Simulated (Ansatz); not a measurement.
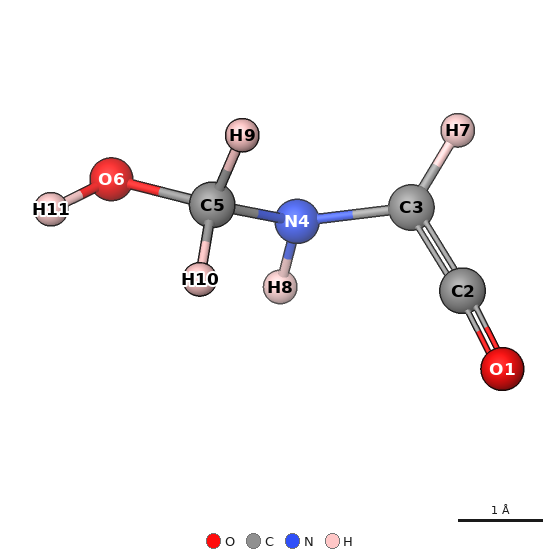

Orthographic view. Atoms fade into the background with distance from the viewer. Computed geometry: PBE-D4/def2-SVP optimisation. No frequency run is at hand to confirm it as a minimum.

Write a MOL file (V2000) with the atoms in numerical order, bonds sorted by atom number with the orders drawn, and coordinates in the frame of the picture: x right, y up, z towards the viewer, origin at the mean position.

```
C3H5NO2
                    3D

 11 10  0  0  0  0  0  0  0  0999 V2000
    2.5100   -1.6800    0.8100 O   0  0  0  0  0  0  0  0  0  0  0  0
    2.0300   -0.7500    0.2800 C   0  0  0  0  0  0  0  0  0  0  0  0
    1.4100    0.2500   -0.3700 C   0  0  0  0  0  0  0  0  0  0  0  0
    0.0400    0.0900   -0.7200 N   0  0  0  0  0  0  0  0  0  0  0  0
   -0.9700    0.2800    0.2800 C   0  0  0  0  0  0  0  0  0  0  0  0
   -2.1800    0.5900   -0.3800 O   0  0  0  0  0  0  0  0  0  0  0  0
    1.9700    1.1800   -0.6000 H   0  0  0  0  0  0  0  0  0  0  0  0
   -0.1600   -0.7000   -1.3500 H   0  0  0  0  0  0  0  0  0  0  0  0
   -0.6100    1.1200    0.9300 H   0  0  0  0  0  0  0  0  0  0  0  0
   -1.1200   -0.6100    0.9500 H   0  0  0  0  0  0  0  0  0  0  0  0
   -2.9100    0.2300    0.1600 H   0  0  0  0  0  0  0  0  0  0  0  0
  1  2  2  0
  2  3  2  0
  3  4  1  0
  3  7  1  0
  4  5  1  0
  4  8  1  0
  5  6  1  0
  5  9  1  0
  5 10  1  0
  6 11  1  0
M  END
```
